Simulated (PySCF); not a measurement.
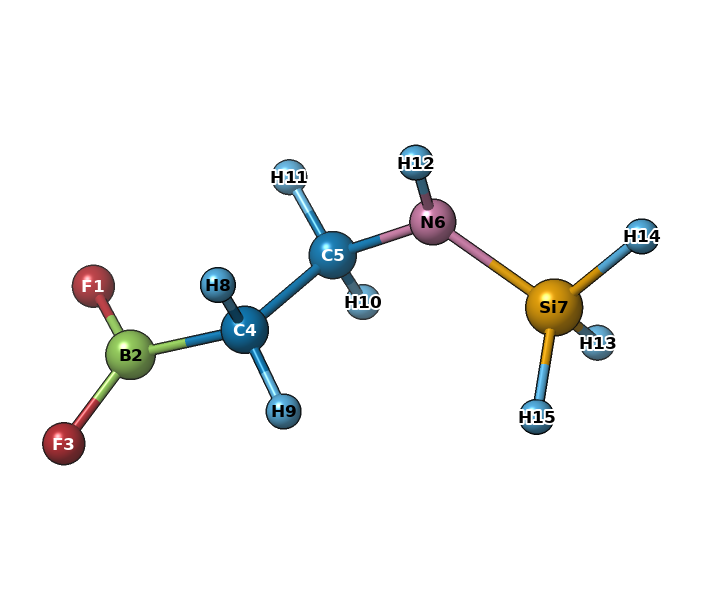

Computed geometry: PBE0-D3(BJ)/def2-SVP optimisation. No frequency run is at hand to confirm it as a minimum. Method: TDDFT ωB97X-D/def2-SVPD, vertical, gas phase, core orbitals frozen in the response (PySCF 2.14.0), and the same with a continuum solvent (IEF-PCM, Bondi radii x 1.2, gas-phase geometry).

How do dipole (D), HOMO–LUMO gap (eV), lowest singlet (eV) change in cyclohexane (ε = 2.0)?

```tsv
medium	dipole (D)	HOMO–LUMO gap (eV)	lowest singlet (eV)
gas phase	1.36	10.52	6.11
cyclohexane	1.47	10.52	6.13
```
